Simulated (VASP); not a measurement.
Band structure of CdF2 (space group Fm-3m). Method: PBE GGA, VASP's PBE PAW potentials (set 64) (plane waves; VASP).

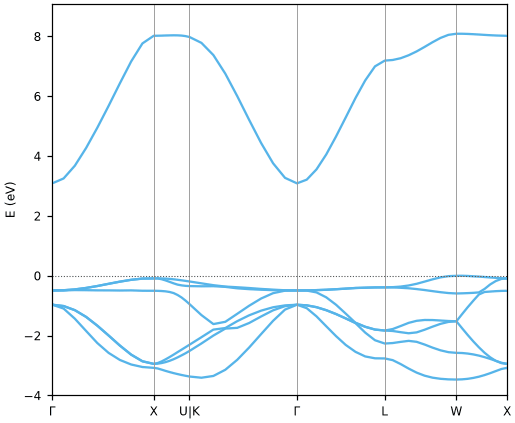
Fig. 1. Bands along high-symmetry lines, zero at the valence-band maximum or, without a gap, the Fermi level

Q: Read the plot: is there a gap, and where are the band edges?

A: The gap is indirect, 3.09 eV, from the valence maximum at W-X at 0.11 to the conduction minimum at Γ.

The structure is a typed CdF2 crystal (Fm-3m). The cell was not relaxed at this level.
